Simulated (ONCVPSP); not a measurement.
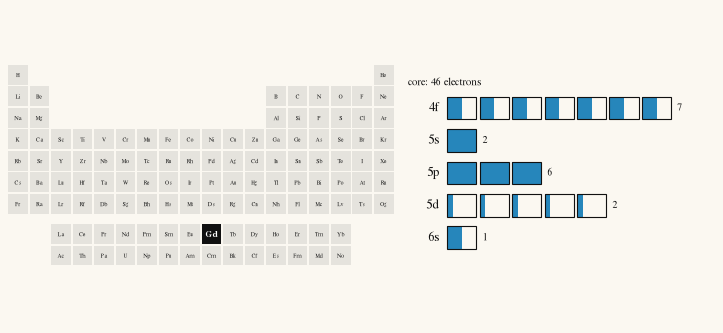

Left, the place of gadolinium in the periodic table; right, the valence shells of the reference configuration: a box for each of the 2l + 1 orbitals, shaded by the share of the shell that is filled, with the electron count at the right.

# Gd: pseudopotential generation

Gadolinium (Gd, Z = 64), core [Kr] 4d10, reference valence 4f7 5s2 5p6 5d2 6s1, valence charge 18. Computed at this level: ONCV potential, PBE, non-relativistic, made with ONCVPSP 4.0.1.

**Input file**
```
# ATOM AND REFERENCE CONFIGURATION
# atsym  z   nc   nv     iexc    psfile
  Gd 64.00    9    5        4      upf
#
#   n    l    f
    1    0    2.00
    2    0    2.00
    2    1    6.00
    3    0    2.00
    3    1    6.00
    3    2   10.00
    4    0    2.00
    4    1    6.00
    4    2   10.00
    4    3    7.00
    5    0    2.00
    5    1    6.00
    5    2    2.00
    6    0    1.00
#
# PSEUDOPOTENTIAL AND OPTIMIZATION
# lmax
    3
#
#   l,   rc,      ep,       ncon, nbas, qcut
    0    2.20    0.00    4    8    5.60
    1    1.95    0.00    4    9    6.50
    2    4.00    0.00    4    8    5.70
    3    1.10    0.00    4    8   16.80
#
# LOCAL POTENTIAL
# lloc, lpopt,  rc(5),   dvloc0
    3    5    1.10    0.00
#
# VANDERBILT-KLEINMAN-BYLANDER PROJECTORs
# l, nproj, debl
    0    2    0.80
    1    2    2.70
    2    1    0.30
    3    0    2.30
#
# MODEL CORE CHARGE
# icmod, fcfact, rcfact
    3    3.25    1.25
#
# LOG DERIVATIVE ANALYSIS
# epsh1, epsh2, depsh
   -3.00    5.00    0.02
#
# OUTPUT GRID
# rlmax, drl
    6.00    0.01
#
# TEST CONFIGURATIONS
# ncnf
    4
# nvcnf
#   n    l    f
    5
    4    3    7.00
    5    0    2.00
    5    1    6.00
    5    2    1.00
    6    0    2.00
#
    5
    4    3    7.00
    5    0    2.00
    5    1    6.00
    5    2    1.00
    6    0    1.00
#
    5
    4    3    7.00
    5    0    2.00
    5    1    6.00
    5    2    1.00
    6    0    0.00
#
    5
    4    3    6.00
    5    0    2.00
    5    1    6.00
    5    2    2.00
    6    0    1.00
#
```

The log's header says scalar-relativistic, as this program prints it for non-relativistic runs too.

Command:
```bash
oncvpspnr.x < Gd.dat > Gd.out
```

**Output (extracts)**
```
ONCVPSP  (Optimized Norm-Conservinng Vanderbilt PSeudopotential)
scalar-relativistic version 4.0.1

#   n    l    f        energy (Ha)
    1    0    2.00    -1.7300617E+03
    2    0    2.00    -2.7548048E+02
    2    1    6.00    -2.6208738E+02
    3    0    2.00    -6.0742824E+01
    3    1    6.00    -5.4784025E+01
    3    2   10.00    -4.3682422E+01
    4    0    2.00    -1.1948261E+01
    4    1    6.00    -9.6170966E+00
    4    2   10.00    -5.4622424E+00
    4    3    7.00    -4.0652443E-01
    5    0    2.00    -1.5327211E+00
    5    1    6.00    -9.0680651E-01
    5    2    2.00    -7.6807831E-02
    6    0    1.00    -1.1612797E-01

Reference configufation results
  iterations    31
  all-electron total energy (Ha)   -1.08231647D+04

Begin loop to  construct optimized pseudo wave functions
and semi-local pseudopoentials for all angular momenta

Calculating optimized projector #   1

 for l=   0

    Fraction of norm inside rc  0.933988
    Optimizing pswf for qcut=   5.60 a_B^-1,  ecut=  15.71 Ha
    Residual kinetic energy error=  2.69D-06 Ha

    Energy error per electron        Cutoff
         Ha          eV             Ha
         0.01000     0.27211        8.16
         0.00100     0.02721       10.89
         0.00010     0.00272       12.96
         0.00001     0.00027       14.62

Calculating optimized projector #   2

 for l=   0

    Fraction of norm inside rc  0.045055
    Optimizing pswf for qcut=   5.60 a_B^-1,  ecut=  15.71 Ha
    Residual kinetic energy error=  1.89D-06 Ha

    Energy error per electron        Cutoff
         Ha          eV             Ha
         0.01000     0.27211        5.08
         0.00100     0.02721        9.49
         0.00010     0.00272       12.28
         0.00001     0.00027       14.24

   Wellstate for l =  1  n =  7
     eigenvalue =   1.7932
     asymptotic potential =   2.2932
     half-point radius =  3.8220

Calculating optimized projector #   1

 for l=   1

    Fraction of norm inside rc  0.760931
    Optimizing pswf for qcut=   6.51 a_B^-1,  ecut=  21.19 Ha
    Residual kinetic energy error=  5.01D-06 Ha

    Energy error per electron        Cutoff
         Ha          eV             Ha
         0.01000     0.27211        9.35
         0.00100     0.02721       14.60
         0.00010     0.00272       17.77
         0.00001     0.00027       20.41

Calculating optimized projector #   2

 for l=   1

    Fraction of norm inside rc  0.101669
    Optimizing pswf for qcut=   6.51 a_B^-1,  ecut=  21.19 Ha
    Residual kinetic energy error=  2.59D-05 Ha

    Energy error per electron        Cutoff
         Ha          eV             Ha
         0.01000     0.27211       10.11
         0.00100     0.02721       15.91
         0.00010     0.00272       19.43
         0.00001     0.00027       28.34

Calculating optimized projector #   1

 for l=   2

    Fraction of norm inside rc  0.804780
    Optimizing pswf for qcut=   5.70 a_B^-1,  ecut=  16.26 Ha
    Residual kinetic energy error=  6.38D-10 Ha

    Energy error per electron        Cutoff
         Ha          eV             Ha
         0.01000     0.27211        5.39
         0.00100     0.02721        7.46
         0.00010     0.00272        9.26
         0.00001     0.00027       10.84

Calculating optimized projector #   1

 for l=   3

    Fraction of norm inside rc  0.791430
    Optimizing pswf for qcut=  16.81 a_B^-1,  ecut= 141.26 Ha
    Residual kinetic energy error=  1.36D-06 Ha

    Energy error per electron        Cutoff
         Ha          eV             Ha
         0.01000     0.27211       98.78
         0.00100     0.02721      113.51
         0.00010     0.00272      124.01
         0.00001     0.00027      132.69

Construct Vanderbilt / Kleinmman-Bylander projectors

B matrix Hermiticity error, ll=   0
   1   2    5.8842E-09

  Orthonormal projector coefficients  2.5369E+01  1.1571E+00

B matrix Hermiticity error, ll=   1
   1   2   -3.0847E-08

  Orthonormal projector coefficients  2.1168E+01  9.5466E-01

Model core correction analysis
  based on d2Exc/dn_idn_j

d2excae - all-electron derivatives

   -2.126045D-02   -1.042616D-02   -8.141198D-03   -2.569209D-03
   -7.547335D-04
   -1.042595D-02   -2.526316D-02   -2.287973D-02   -9.274126D-03
   -1.375066D-03
   -8.141046D-03   -2.287975D-02   -2.244981D-02   -1.175368D-02
   -2.089685D-03
   -2.569136D-03   -9.273967D-03   -1.175354D-02   -1.701052D-02
   -1.458281D-02
   -7.546063D-04   -1.374523D-03   -2.088409D-03   -1.457680D-02
   -2.761712D-02

d2excps - pseudofunction derivatives with no core correction

   -5.315108D-02   -1.768421D-02   -1.124705D-02   -2.742140D-03
   -1.317043D-03
   -1.768446D-02   -2.490568D-02   -2.301289D-02   -9.184491D-03
   -1.423678D-03
   -1.124709D-02   -2.301287D-02   -2.315803D-02   -1.191169D-02
   -2.131898D-03
   -2.742091D-03   -9.184313D-03   -1.191154D-02   -1.730569D-02
   -1.460441D-02
   -1.316961D-03   -1.423153D-03   -2.130637D-03   -1.459843D-02
   -2.760387D-02

rms 2nd derivative error    6.762223E-03

rmatch, rhocmatch    0.9428   10.2273

Teter function model core charge with specified parameters

d2excps - pseudofunction derivatives with core correction

   -4.152274D-02   -1.478843D-02   -9.914293D-03   -2.587786D-03
   -1.084924D-03
   -1.478839D-02   -2.343038D-02   -2.211073D-02   -9.098756D-03
   -1.301930D-03
   -9.914175D-03   -2.211067D-02   -2.263994D-02   -1.188705D-02
   -2.052461D-03
   -2.587714D-03   -9.098572D-03   -1.188690D-02   -1.732471D-02
   -1.459211D-02
   -1.084811D-03   -1.301389D-03   -2.051198D-03   -1.458613D-02
   -2.759446D-02

rms 2nd derivative error    4.289127E-03

Pseudoatom total energy -109.709374

Diagnostic tests using Vanderbilt-Kleinman-Bylander pseudopotentials
  1 or more projectors used as specified by nproj input data

   l    rcore       rmatch      e in        delta e   norm test  slope test

   0   2.2047207   2.2716608  -1.5327211   0.0000001   1.0000002   1.0000002
   0   2.2047207   2.2716608  -0.1161280   0.0000000   1.0000000   1.0000000

   1   1.9561131   2.0155050  -0.9068065   0.0000000   1.0000000   1.0000000
   1   1.9561131   2.0155050   1.7931935   0.0000000   1.0000000   1.0000000

   2   4.0100672   4.1318215  -0.0768078   0.0000000   1.0000000   1.0000000

   3   1.1015084   1.1349526  -0.4065244  -0.0000000   0.9999999   0.9999998

 Testing for bound ghosts
   n   l    E NL Schr. Eq   E Basis Diag.   E Cutoff

       0                      -24.104303     54.36  WARNING - GHOST(-)
   1   0       -1.532721       -1.531110     54.36
   2   0       -0.116128       -0.074844     54.36

       1                       -9.892971    103.37  WARNING - GHOST(-)
   2   1       -0.906807       -0.906633    103.37

       2                       -4.695797     16.07  WARNING - GHOST(-)
   3   2       -0.076808       -0.075556     16.07

 Testing for highly-localized positive-energy ghosts
       l    <radius>/rc     E Basis Diag.   E Cutoff

       0        0.899127        2.744805     54.36  WARNING - GHOST(+)

Test configuration 0

   n   l     f        eae           eps        diff
   1   0  2.0000-1730.06174881
   2   0  2.0000 -275.48048174
   2   1  6.0000 -262.08737505
   3   0  2.0000  -60.74282422
   3   1  6.0000  -54.78402470
   3   2 10.0000  -43.68242155
   4   0  2.0000  -11.94826148
   4   1  6.0000   -9.61709662
   4   2 10.0000   -5.46224238
   4   3  7.0000   -0.40652443   -0.40652446   -2.17D-08
   5   0  2.0000   -1.53272110   -1.53272097    1.28D-07
   5   1  6.0000   -0.90680651   -0.90680651    0.00D+00
   5   2  2.0000   -0.07680783   -0.07680783    2.75D-09
   6   0  1.0000   -0.11612797   -0.11612797    0.00D+00

    Total energies and differences
      AE_ref= -1.08231647D+04  AE_tst= -1.08231647D+04  dif=  0.00D+00
      PS_ref= -1.09709374D+02  PS_tst= -1.09709374D+02  dif=  5.83D-13
      PSP excitation error= -5.83D-13

Test configuration 1

   n   l     f        eae           eps        diff
   1   0  2.0000-1730.13337761
   2   0  2.0000 -275.55463629
   2   1  6.0000 -262.16144375
   3   0  2.0000  -60.81582757
   3   1  6.0000  -54.85705293
   3   2 10.0000  -43.75574760
   4   0  2.0000  -12.02165863
   4   1  6.0000   -9.69060256
   4   2 10.0000   -5.53607095
   4   3  7.0000   -0.48029088   -0.47649055    3.80D-03
   5   0  2.0000   -1.60504925   -1.60383958    1.21D-03
   5   1  6.0000   -0.97493518   -0.97451437    4.21D-04
   5   2  1.0000   -0.12126474   -0.12110282    1.62D-04
   6   0  2.0000   -0.13899249   -0.13898367    8.82D-06

    Total energies and differences
      AE_ref= -1.08231647D+04  AE_tst= -1.08231939D+04  dif= -2.92D-02
      PS_ref= -1.09709374D+02  PS_tst= -1.09738627D+02  dif= -2.93D-02
      PSP excitation error=  5.73D-05

Test configuration 2

   n   l     f        eae           eps        diff
   1   0  2.0000-1730.35913313
   2   0  2.0000 -275.77955335
   2   1  6.0000 -262.38642798
   3   0  2.0000  -61.04055366
   3   1  6.0000  -55.08179267
   3   2 10.0000  -43.98048332
   4   0  2.0000  -12.24638804
   4   1  6.0000   -9.91532145
   4   2 10.0000   -5.76074077
   4   3  7.0000   -0.70474165   -0.70186699    2.87D-03
   5   0  2.0000   -1.82917297   -1.82818485    9.88D-04
   5   1  6.0000   -1.19868484   -1.19830200    3.83D-04
   5   2  1.0000   -0.33232449   -0.33206156    2.63D-04
   6   0  1.0000   -0.31784550   -0.31782383    2.17D-05

    Total energies and differences
      AE_ref= -1.08231647D+04  AE_tst= -1.08229672D+04  dif=  1.97D-01
      PS_ref= -1.09709374D+02  PS_tst= -1.09511969D+02  dif=  1.97D-01
      PSP excitation error=  7.66D-05

Test configuration 3

   n   l     f        eae           eps        diff
   1   0  2.0000-1730.62507800
   2   0  2.0000 -276.04419401
   2   1  6.0000 -262.65119097
   3   0  2.0000  -61.30461893
   3   1  6.0000  -55.34588995
   3   2 10.0000  -44.24462094
   4   0  2.0000  -12.51050315
   4   1  6.0000  -10.17943082
   4   2 10.0000   -6.02479872
   4   3  7.0000   -0.96830713   -0.96686720    1.44D-03
   5   0  2.0000   -2.09157304   -2.09095104    6.22D-04
   5   1  6.0000   -1.45948381   -1.45921671    2.67D-04
   5   2  1.0000   -0.57506132   -0.57462681    4.35D-04

    Total energies and differences
      AE_ref= -1.08231647D+04  AE_tst= -1.08225515D+04  dif=  6.13D-01
      PS_ref= -1.09709374D+02  PS_tst= -1.09096281D+02  dif=  6.13D-01
      PSP excitation error=  7.37D-05

Test configuration 4

   n   l     f        eae           eps        diff
   1   0  2.0000-1730.65735404
   2   0  2.0000 -276.10578543
   2   1  6.0000 -262.70650465
   3   0  2.0000  -61.40795205
   3   1  6.0000  -55.44756737
   3   2 10.0000  -44.34160051
   4   0  2.0000  -12.57077799
   4   1  6.0000  -10.23521561
   4   2 10.0000   -6.07009235
   4   3  6.0000   -0.97510260   -0.99174496   -1.66D-02
   5   0  2.0000   -1.95560818   -1.97039806   -1.48D-02
   5   1  6.0000   -1.30388670   -1.30572737   -1.84D-03
   5   2  2.0000   -0.38286275   -0.37875146    4.11D-03
   6   0  1.0000   -0.33295447   -0.33493031   -1.98D-03

    Total energies and differences
      AE_ref= -1.08231647D+04  AE_tst= -1.08224870D+04  dif=  6.78D-01
      PS_ref= -1.09709374D+02  PS_tst= -1.09023395D+02  dif=  6.86D-01
      PSP excitation error= -8.29D-03
```

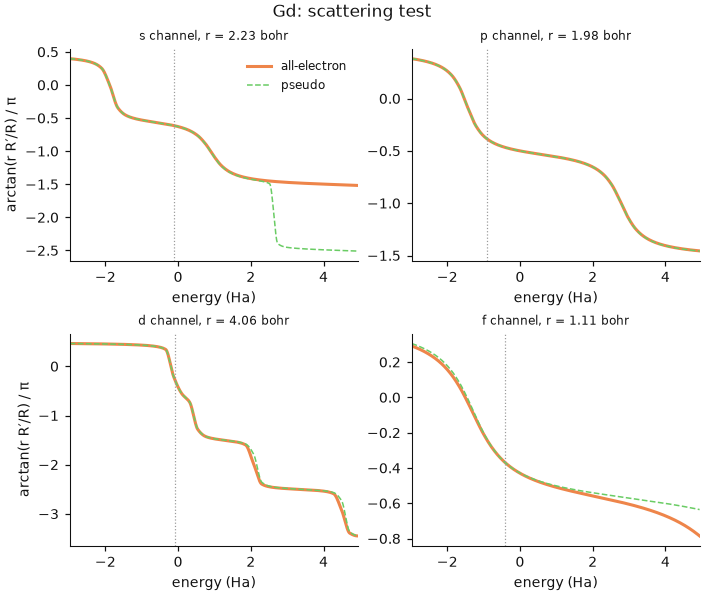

Unwrapped phase arctan(r R′/R) in units of π against energy, all-electron (solid) and pseudo (dashed); the pseudo phase is matched to the all-electron one at the reference energy. Here R(r) is the radial function. A near-vertical step is a level narrower than the spacing of the points behind the curves. The dotted line marks the reference energy of the channel.

- Range over which the phases agree within 0.05 rad: s: up to about 2.3 Ha; p: over the whole range drawn; d: up to about 1.8 Ha; f: between about -1.3 and 1.8 Ha.
- Ghost states: Going away from the reference energies, the phases part by more than π/2 in: s at about 2.6 Ha (above its reference energy, pseudo phase lower, at the flagged ghost). Such a step is either a state that only one of the two atoms has or an ordinary level shifted in energy. The separate test gives: GHOST(-) flagged for s at -655.9 eV, p at -269.2 eV, d at -127.8 eV; GHOST(+) flagged for s at 74.7 eV. The bound ghosts lie below the range of the plot.

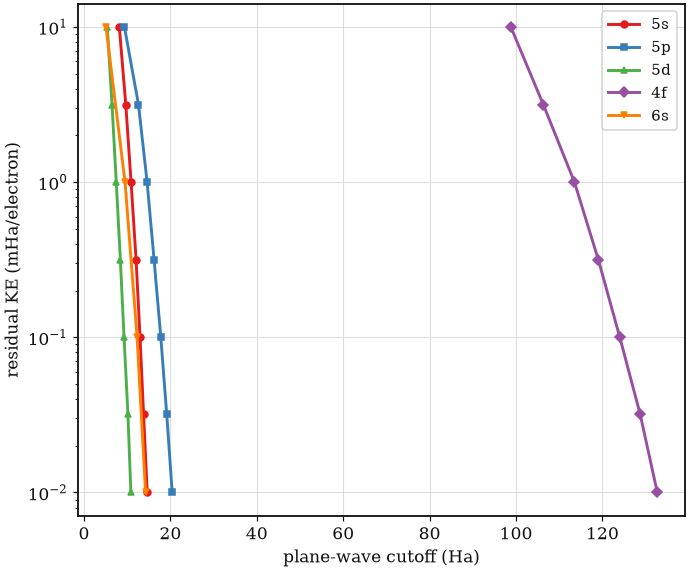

Residual kinetic energy of the pseudo-waves (the first of each channel, and further valence shells) beyond the plane-wave cutoff, as the generator prints it.

- Cutoffs for 1 mHa per electron: 4f: 114 Ha; 5p: 15 Ha; 5s: 11 Ha; 6s: 9.5 Ha; 5d: 7.5 Ha.
- Hardest wave at 1 mHa per electron: 4f, with rc = 1.10 bohr and qcut = 16.8 1/bohr. The optimisation minimises, but can't always remove, the kinetic energy above qcut²/2 = 141.1 Ha, and a larger rc would as a rule soften the wave at some cost in transferability.
- Cutoffs for the occupied states: 114 Ha for 1 mHa and 124 Ha for 0.1 mHa per electron. The first is set by 4f. The potential isn't sound: its ghost test gives GHOST(-) flagged for s at -655.9 eV, p at -269.2 eV, d at -127.8 eV; GHOST(+) flagged for s at 74.7 eV.

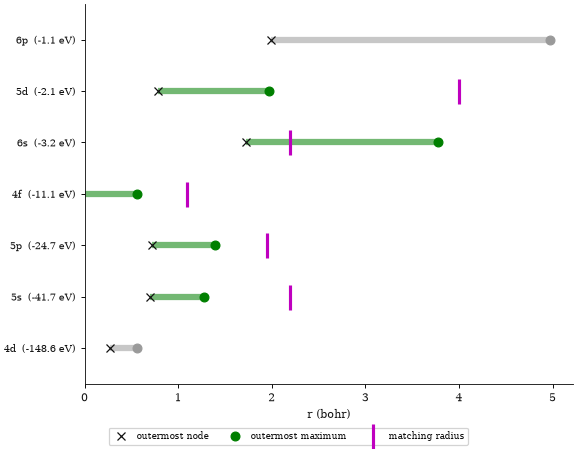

Outer shells of the all-electron reference atom: each bar runs from the outermost node (or the nucleus) to the outermost maximum of u(r); the tick is the radius chosen for the pseudo-wave. Shells without a tick have no pseudo-wave of their own. Levels, nodes and maxima are from ld1.x, non-relativistic.

- Radii against the shells: 5s: 2.20 bohr, outside the maximum; 5p: 1.95 bohr, outside the maximum; 4f: 1.10 bohr, outside the maximum; 6s: 2.20 bohr, between node and maximum; 5d: 4.00 bohr, outside the maximum.

**Summary**

- outcome: generated, with a ghost state
- cutoffs needed: 114 Ha and 124 Ha (the cutoffs at which the residual kinetic energy of the hardest occupied pseudo-wave falls to 1 and 0.1 mHa per electron)
- ghost test: GHOST(-) flagged for s at -655.9 eV, p at -269.2 eV, d at -127.8 eV; GHOST(+) flagged for s at 74.7 eV
- largest excitation error: -226 meV (all-electron minus pseudo) for 4f6 5s2 5p6 5d2 6s1, out of 4 test configurations
- rms error of d²Exc/dni dnj: 6.76 mHa without and 4.29 mHa with the model core
- clearest signs, in the scattering phases, of states that the all-electron atom lacks: s near 2.7 Ha
- range over which the phases arctan(r R′/R) at the test radius agree within 0.05 rad (a looser test near the poles than one of phase shifts): s: up to about 2.3 Ha; p: over the whole range computed; d: up to about 1.8 Ha; f: between about -1.3 and 1.8 Ha
- hardware: 1 CPU thread, shared host
- wall time: 3.6 s

**Remarks**

The potential has a bound ghost state, so it can't be used as it stands.
